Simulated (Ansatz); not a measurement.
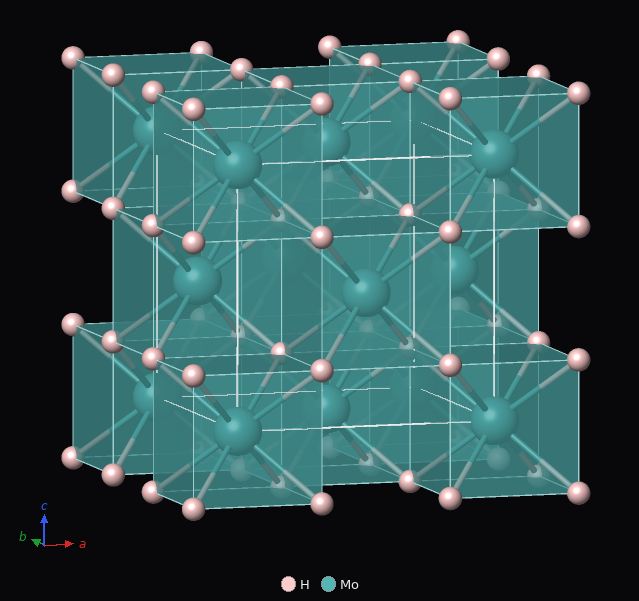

Structure drawing (polyhedral), viewed slightly off an axis. The lines enclose the conventional unit cell; boundary atoms appear with their images. A few atoms beyond the faces are included.

MoH2, fluorite (CaF₂ type), space group Fm-3m (No. 225), a = 4.410 Å, b = 4.410 Å, c = 4.410 Å, α = 90.00°, β = 90.00°, γ = 90.00°. The structure comes from a structure type filled with these elements by a generator (whether the compound takes this form wasn't checked). Earlier steps of the study may have refined or changed the cell and positions. Ansatz was used for an electronic-structure calculation on it.

This one geometry was computed with Ansatz (DFT, plane waves, PAW) at three levels of theory: LDA, r2SCAN and PBE.

**Which level gives the highest pressure at this volume, and what does that say about its equilibrium volume?**

Highest: PBE (0.0 GPa), which points to the largest equilibrium volume. Lowest, with the smallest volume: LDA (-9.2 GPa). Levels within 0.5 GPa of each other can't be told apart.

**How does the band gap change with the level of theory?**

All levels give a metal.

**Collect the results in a table.**

| level | cutoff (eV) | k-mesh of the run's cell | gap (eV) | pressure (GPa) |
| --- | --- | --- | --- | --- |
| LDA | 420 | 18×18×18 | metal | -9.2 |
| r2SCAN | 500 | 18×18×18 | metal | -2.3 |
| PBE | 420 | 18×18×18 | metal | 0.0 |

Gaps are taken on the k-mesh or band path of each run.
